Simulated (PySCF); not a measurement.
# Run report: C₃H₈FNSi, spin–spin coupling calculation

- system: C₃H₈FNSi
- method: B3LYP/cc-pVTZ indirect spin-spin coupling, non-relativistic, gas phase (PySCF 2.14.0)

The geometry comes from this level: PBE0-D3(BJ)/def2-SVP. Figures and captions count atoms from 1; the log counts them from 0 in places.

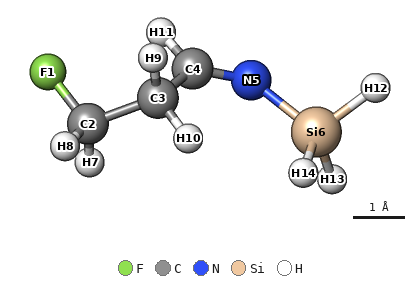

**Figure 1.** The input geometry (ball-and-stick view, seen at a tilt; atoms are numbered from 1 in the order of the input). Bond lengths as drawn: C–C 1.51 to 1.52 Å, C–F 1.37 Å, C–H 1.10 to 1.11 Å, C–N 1.26 Å, H–Si 1.49 to 1.50 Å and N–Si 1.74 Å.

## Key numbers

| quantity | value |
| --- | --- |
| outcome | converged |
| total energy | −563.341734 hartree |
| HOMO | −6.70 eV |
| LUMO | −1.07 eV |
| dipole moment | 2.17 D |
| hardware | 1 CPU thread, shared host |
| wall time | 1.9 min |
| peak memory | 1.1 GiB |

## Input file
```
{"job": {"kind": "j", "xc": "B3LYP", "basis": "cc-pVTZ"}, "charge": 0, "multiplicity": 1}
F     -3.430533     0.006195     0.422578
C     -2.523617     0.315673    -0.561131
C     -1.268172    -0.517425    -0.392146
C     -0.567829    -0.255585     0.914584
N      0.656382    -0.017666     1.115156
Si     2.041255     0.120559     0.064439
H     -2.295334     1.393870    -0.496457
H     -2.988104     0.118962    -1.542064
H     -1.564129    -1.581999    -0.413668
H     -0.590466    -0.346776    -1.243059
H     -1.246912    -0.285571     1.790565
H      3.034509    -0.898793     0.508831
H      2.605494     1.487371     0.259128
H      1.798184    -0.076252    -1.407412
```

The first line tells a small driver script what to run in PySCF; the rest is the geometry in Å.

Run as:
```bash
OMP_NUM_THREADS=1 python <driver script> task.json out
```

## What the program printed
```
coarse grid: 11992 points
cycle   1  E = -563.2602615287  dE =  4.201e-01  |g| = 6.518e-01  |ddm| = 7.286e+00
cycle   2  E = -563.1007612355  dE =  1.595e-01  |g| = 1.122e+00  |ddm| = 2.312e+00
cycle   3  E = -563.3338855062  dE = -2.331e-01  |g| = 1.598e-01  |ddm| = 1.501e+00
cycle   4  E = -563.3387484640  dE = -4.863e-03  |g| = 6.822e-02  |ddm| = 2.868e-01
cycle   5  E = -563.3396419901  dE = -8.935e-04  |g| = 1.691e-02  |ddm| = 9.556e-02
cycle   6  E = -563.3396883031  dE = -4.631e-05  |g| = 5.037e-03  |ddm| = 2.775e-02
cycle   7  E = -563.3396936093  dE = -5.306e-06  |g| = 5.481e-04  |ddm| = 7.992e-03
final grid: 111128 points
cycle   8  E = -563.3417250072  dE = -6.528e-05  |g| = 7.011e-03  |ddm| = 9.377e-02
cycle   9  E = -563.3417157896  dE =  9.218e-06  |g| = 1.018e-02  |ddm| = 2.386e-02
cycle  10  E = -563.3417340692  dE = -1.828e-05  |g| = 8.142e-04  |ddm| = 1.331e-02
cycle  11  E = -563.3417341603  dE = -9.108e-08  |g| = 3.137e-04  |ddm| = 1.642e-03
cycle  12  E = -563.3417341804  dE = -2.012e-08  |g| = 8.722e-05  |ddm| = 5.639e-04
cycle  13  E = -563.3417341817  dE = -1.282e-09  |g| = 5.412e-05  |ddm| = 1.746e-04
cycle  14  E = -563.3417341823  dE = -5.964e-10  |g| = 9.033e-06  |ddm| = 6.732e-05
```

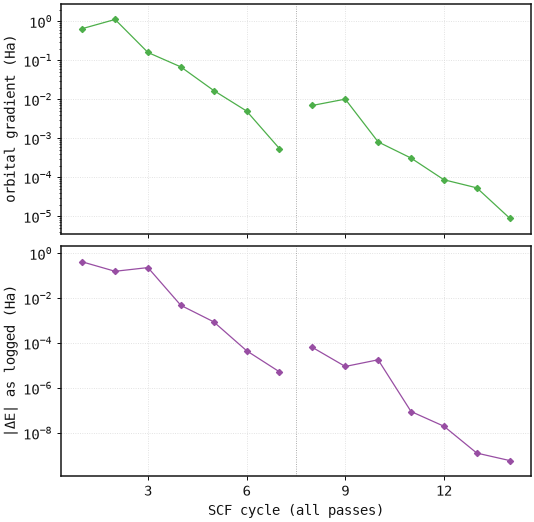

**Figure 2.** Convergence of the self-consistent field: orbital gradient and size of the energy change against the SCF cycle. The dotted line marks the change from a coarse to the final integration grid. The first 7 cycles use a coarse grid, the final grid takes over at cycle 8, and the field converges after 14 cycles in all.

```
converged SCF energy = -563.3417341823

Indirect spin-spin couplings (Hz)
  i      j    bonds     total        FC       PSO       DSO        SD
  0 F    1 C    1   -237.741  -282.878    24.897     0.705    19.535
  0 F    2 C    2     12.720    12.082    -0.612    -0.036     1.286
  0 F    3 C    3      3.728     4.957    -1.158     0.105    -0.176
  0 F    5 Si   5     -1.009    -1.234     0.083     0.130     0.012
  0 F    6 H    2     37.984    32.665     9.881    -1.248    -3.314
  0 F    7 H    2     38.058    33.039     9.669    -1.335    -3.315
  0 F    8 H    3     10.326     9.112     1.722    -0.059    -0.449
  0 F    9 H    3     34.557    36.523     0.230    -1.960    -0.236
  0 F   10 H    4      0.864     1.162    -1.222     1.102    -0.177
  0 F   11 H    6     -0.211     0.052     0.432    -0.685    -0.009
  0 F   12 H    6      0.263     0.475     0.392    -0.573    -0.031
  0 F   13 H    6      0.170     0.208     0.478    -0.548     0.032
  1 C    2 C    1     27.764    28.309    -0.790     0.245         -
  1 C    3 C    2     -1.444    -1.319    -0.176     0.052         -
  1 C    4 N    3     -0.454    -0.498    -0.045     0.018     0.071
  1 C    5 Si   4      0.484     0.480    -0.019     0.017     0.006
  1 C    6 H    1    136.711   135.780    -0.064     0.996         -
  1 C    7 H    1    140.851   139.934    -0.049     0.966         -
  1 C    8 H    2     -7.733    -7.628    -0.081    -0.024         -
  1 C    9 H    2      3.745     3.686     0.065    -0.006         -
  1 C   10 H    3      1.533     1.556    -0.084     0.062         -
  1 C   11 H    5      0.631     0.711     0.118    -0.198         -
  1 C   12 H    5      0.531     0.572     0.049    -0.090         -
  2 C    3 C    1     31.788    33.336    -1.800     0.253         -
  2 C    4 N    2      3.193     2.496     0.732     0.013    -0.048
  2 C    5 Si   3     -9.079    -9.280     0.204    -0.003    -0.001
  2 C    6 H    2     -0.480    -0.381    -0.008    -0.092         -
  2 C    7 H    2     -1.304    -1.148    -0.050    -0.105         -
  2 C    8 H    1    114.056   111.943     1.169     0.945         -
  2 C    9 H    1    117.940   115.930     1.057     0.953         -
  2 C   10 H    2     16.139    16.367    -0.123    -0.105         -
  2 C   11 H    4     -0.693    -0.582     0.073    -0.184         -
  2 C   12 H    4     -0.668    -0.555     0.075    -0.188         -
  3 C    4 N    1    -16.188   -22.279     7.745    -0.076    -1.577
  3 C    5 Si   2      2.111     2.244    -0.127     0.058    -0.064
  3 C    6 H    3      3.190     3.071    -0.043     0.161         -
  3 C    7 H    3      8.008     8.074     0.305    -0.372         -
  3 C    8 H    2     -3.438    -3.450    -0.029     0.040         -
  3 C    9 H    2     -4.453    -4.150    -0.270    -0.032         -
  3 C   10 H    1    164.286   163.723    -0.428     0.991         -
  3 C   11 H    3      3.795     3.949     0.203    -0.357         -
  3 C   12 H    3      3.937     4.090     0.201    -0.355         -
  3 C   13 H    3      0.746     0.966    -0.113    -0.107         -
  4 N    5 Si   1     -5.301    -3.159    -2.513     0.036     0.336
  4 N    8 H    3     -1.392    -1.398    -0.041     0.120    -0.073
  4 N    9 H    3     -1.485    -1.784     0.249    -0.011     0.061
  4 N   10 H    2    -13.070   -14.156     1.195     0.156    -0.265
  4 N   11 H    2     -6.515    -6.736     0.135     0.065     0.020
  4 N   12 H    2     -6.544    -6.762     0.135     0.064     0.019
  4 N   13 H    2      0.313     0.119     0.050     0.140     0.005
  5 Si   8 H    4      1.735     1.681    -0.080     0.117     0.017
  5 Si   9 H    4      0.543     0.514     0.123    -0.180     0.086
  5 Si  10 H    3    -20.373   -20.289    -0.373     0.347    -0.058
  5 Si  11 H    1   -176.798  -177.461     0.792    -0.178     0.049
  5 Si  12 H    1   -175.247  -175.910     0.790    -0.179     0.052
  5 Si  13 H    1   -140.828  -141.548     0.840    -0.201     0.082
  6 H    7 H    2     -8.814    -8.646     1.883    -2.052         -
  6 H    8 H    3     12.065    12.536     2.305    -2.776         -
  6 H    9 H    3      1.208     1.128     0.412    -0.333         -
  6 H   10 H    4     -0.152    -0.179     0.166    -0.139         -
  6 H   11 H    6     -0.410    -0.051     0.463    -0.823         -
  6 H   13 H    6      0.161     0.069    -0.032     0.124         -
  7 H    8 H    3      5.602     5.584     0.319    -0.301         -
  7 H    9 H    3      2.020     1.908     0.146    -0.034         -
  7 H   10 H    4     -0.627    -0.382     1.505    -1.750         -
  7 H   11 H    6     -0.274    -0.012     0.534    -0.796         -
  7 H   13 H    6      0.345     0.245     0.146    -0.045         -
  8 H    9 H    2    -13.635   -13.784     1.930    -1.781         -
  8 H   10 H    3      1.473     1.435     0.511    -0.472         -
  8 H   11 H    5      1.652     1.851     0.313    -0.512         -
  8 H   12 H    5      1.221     1.668     0.773    -1.221         -
  8 H   13 H    5     -0.277    -0.397     0.192    -0.072         -
  9 H   10 H    3      7.707     8.157     2.157    -2.607         -
  9 H   11 H    5     -0.523    -0.019     0.144    -0.648         -
  9 H   12 H    5     -0.386     0.047     0.040    -0.472         -
 10 H   11 H    4     -2.046    -1.692     0.871    -1.225         -
 10 H   12 H    4     -2.048    -1.696     0.872    -1.225         -
 10 H   13 H    4      2.527     2.923     1.074    -1.470         -
 11 H   12 H    2      1.253     2.479     0.797    -2.023         -
 11 H   13 H    2     10.168    11.287     0.693    -1.813         -
 12 H   13 H    2     10.542    11.656     0.688    -1.802         -
```
